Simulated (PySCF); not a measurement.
# FCI/STO-6G run of SiSe (SMILES [Si][Se])

Aim: the vertical singlet–triplet gap of SiSe at FCI/STO-6G, from 2 runs. 

Program for the calculation: PySCF 2.14.0.

15 further runs of the same task are left out: 7 that didn't finish, 8 set aside as unsound or not needed.

**1. The structure to begin with**

The species is SiSe (2 atoms), meant as a singlet with charge 0. As SMILES, `[Si][Se]`. Geometry: a GFN2-xTB relaxation, a rough one for these elements and not checked as a minimum.

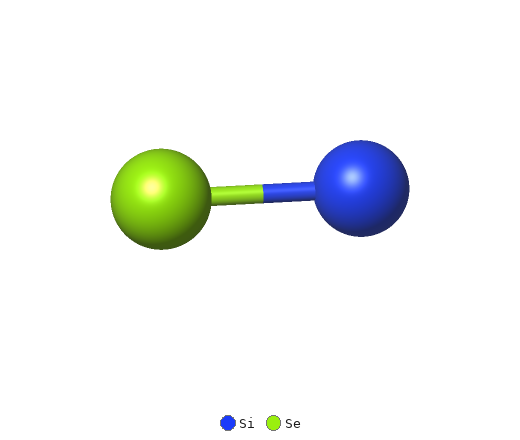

The structure, seen from a chosen angle (silicon blue, selenium green).

**2. A single-point energy at FCI/STO-6G**

Contents of calc.py:

```python
from pyscf import gto, scf, mcscf
from pyscf import fci

molecule = gto.M(
    atom='Si 0.000000 0.000000 0.000000; Se 0.000000 0.000000 2.124530',
    basis='sto-6g',
    verbose=4,
    charge=0,
    max_memory=1860,
)

mf = scf.RHF(molecule)
mf.conv_tol = 1e-10
mf.kernel()
if not mf.converged:
    mf = mf.newton().run(mf.mo_coeff, mf.mo_occ)

cas = mcscf.CASCI(mf, mf.mo_coeff.shape[-1] - 14, (molecule.nelec[0] - 14, molecule.nelec[1] - 14))  # full CI above the frozen core
cas.fcisolver = fci.direct_spin0.FCI(molecule)  # even spin states alone
cas.kernel()
print('<S^2> = %.4f' % cas.fcisolver.spin_square(cas.ci, cas.ncas, cas.nelecas)[0])
energy = cas.e_tot
print('E = %.10f Eh' % energy)
```

Started as:

```
$ OMP_NUM_THREADS=1 python calc.py
```

Standard output:

```text
PySCF version 2.14.0

[INPUT] num. atoms = 2
[INPUT] num. electrons = 48
[INPUT] charge = 0
[INPUT] spin (= nelec alpha-beta = 2S) = 0
[INPUT] symmetry False subgroup None
[INPUT] Mole.unit = angstrom
[INPUT] Symbol           X                Y                Z      unit          X                Y                Z       unit  Magmom
[INPUT]  1 Si     0.000000000000   0.000000000000   0.000000000000 AA    0.000000000000   0.000000000000   0.000000000000 Bohr   0.0
[INPUT]  2 Se     0.000000000000   0.000000000000   2.124530000000 AA    0.000000000000   0.000000000000   4.014779843422 Bohr   0.0

nuclear repulsion = 118.561918352727
number of shells = 13
number of NR pGTOs = 162
number of NR cGTOs = 27
basis = sto-6g
ecp = {}

******** <class 'pyscf.scf.hf.RHF'> ********
method = RHF
initial guess = minao
damping factor = 0
level_shift factor = 0
DIIS = <class 'pyscf.scf.diis.CDIIS'>
diis_start_cycle = 1
diis_space = 8
diis_damp = 0
SCF conv_tol = 1e-10
SCF conv_tol_grad = None
SCF max_cycles = 50
direct_scf = True
direct_scf_tol = 1e-13
Set gradient conv threshold to 1e-05
Initial guess from minao.
init E= -2672.46645432861
  HOMO = -0.394334022617154  LUMO = -0.0391640306222411  gap/eV = 9.66467
cycle= 1 E= -2675.31165502662  delta_E= -2.85  |g|= 0.55  |ddm|=  2.1
  HOMO = -0.135739732184138  LUMO = 0.106720724707013  gap/eV = 6.59769
cycle= 2 E= -2675.12872391763  delta_E= 0.183  |g|=    1  |ddm|= 2.97
  HOMO = -0.19006011306306  LUMO = 0.163350192895896  gap/eV = 9.61678
cycle= 3 E= -2675.55242807398  delta_E= -0.424  |g|= 0.0393  |ddm|= 1.53
  HOMO = -0.233105770032926  LUMO = 0.199783339590946  gap/eV = 11.77951
cycle= 4 E= -2675.55386567437  delta_E= -0.00144  |g|= 0.0157  |ddm|= 0.148
  HOMO = -0.229327064059406  LUMO = 0.194501830305985  gap/eV = 11.53297
cycle= 5 E= -2675.55402868618  delta_E= -0.000163  |g|= 0.00877  |ddm|= 0.0381
  HOMO = -0.226211406064455  LUMO = 0.191489795122196  gap/eV = 11.36623
cycle= 6 E= -2675.55410076533  delta_E= -7.21e-05  |g|= 0.000644  |ddm|= 0.0451
  HOMO = -0.226427008960799  LUMO = 0.191766811062182  gap/eV = 11.37963
cycle= 7 E= -2675.55410097337  delta_E= -2.08e-07  |g|= 2.89e-05  |ddm|= 0.00144
  HOMO = -0.226409424877813  LUMO = 0.191748290957087  gap/eV = 11.37865
cycle= 8 E= -2675.55410097397  delta_E= -6.03e-10  |g|= 2.28e-06  |ddm|= 0.000132
  HOMO = -0.226410865524877  LUMO = 0.191749787584828  gap/eV = 11.37873
cycle= 9 E= -2675.55410097398  delta_E= -1.32e-11  |g|= 5.19e-08  |ddm|= 1.53e-05
  HOMO = -0.226410861272567  LUMO = 0.191749781522125  gap/eV = 11.37873
Extra cycle  E= -2675.55410097398  delta_E= 2.27e-12  |g|= 3.26e-08  |ddm|= 1.42e-07
converged SCF energy = -2675.55410097398

******** <class 'pyscf.mcscf.casci.CASCI'> ********
CAS (10e+10e, 13o), ncore = 14, nvir = 0
natorb = False
canonicalization = True
sorting_mo_energy = False
******** <class 'pyscf.fci.direct_spin0.FCISolver'> ********
max. cycles = 100
conv_tol = 1e-10
davidson only = False
linear dependence = 1e-14
level shift = 0.001
max iter space = 12
nroots = 1
pspace_size = 400
spin = None
Density matrix diagonal elements [1.99994934 1.99999108 1.99999108 1.9999982  1.9999982  1.99151516
 1.97082103 1.95686116 1.91681737 1.91681737 0.1024786  0.1024786
 0.0422828 ]
CASCI converged
CASCI E = -2675.64826368195  E(CI) = -148.225148805623  S^2 = 0.0000000
<S^2> = 0.0000
E = -2675.6482636820 Eh
```

Wall time 2.9 s (1 thread of Arm Neoverse V1, shared host); peak memory 0.13 GiB.

**3. The triplet at the same level**

Contents of input.py:

```python
from pyscf import gto, scf, mcscf

mol = gto.M(
    atom=[
    ('Si', (0.000000, 0.000000, 0.000000)),
    ('Se', (0.000000, 0.000000, 2.124530)),
],
    max_memory=1860,
    basis='sto-6g',
    verbose=3,
    spin=2,
)

myscf = scf.ROHF(mol)
myscf.conv_tol = 1e-10
myscf.kernel()
if not myscf.converged:
    myscf = myscf.newton().run(myscf.mo_coeff, myscf.mo_occ)

cas = mcscf.CASCI(myscf, myscf.mo_coeff.shape[-1] - 14, (mol.nelec[0] - 14, mol.nelec[1] - 14))  # full CI above the frozen core
cas.fix_spin_(ss=2.0)
cas.kernel()
e_final = cas.e_tot
print('E(%s) = %.9f' % ('FCI', e_final))
```

Started as:

```
$ OMP_NUM_THREADS=1 python input.py
```

Standard output:

```text
converged SCF energy = -2675.47573271417
CASCI E = -2675.52893345843  E(CI) = -148.106144553346  S^2 = 2.0000000
E(FCI) = -2675.528933458
```

It took 3.3 s on 1 thread of Arm Neoverse V1, shared host; peak memory 0.13 GiB.

**4. Summary of results**

At FCI/STO-6G, 14 core orbitals frozen:

| quantity | value |
| --- | --- |
| singlet: total energy | -2675.64826 Eh |
| singlet: dipole moment (Hartree–Fock density) | 3.94 D |
| singlet: HOMO energy (Hartree–Fock orbitals) | -6.16 eV |
| singlet: LUMO energy (Hartree–Fock orbitals) | 5.22 eV |
| singlet: HOMO–LUMO gap (Hartree–Fock orbitals) | 11.38 eV |
| singlet: correlation energy (14 core orbitals frozen) | -94.2 mEh |
| triplet: total energy | -2675.52893 Eh |
| triplet: dipole moment (Hartree–Fock density) | 1.84 D |
| triplet: correlation energy (14 core orbitals frozen) | -53.2 mEh |
| vertical energy of the triplet above the singlet | 3.247 eV |

What this shows: At this shape the triplet lies 3.25 eV (75 kcal/mol) above the singlet. In a minimal basis such a difference can be off by several eV, whatever the method.
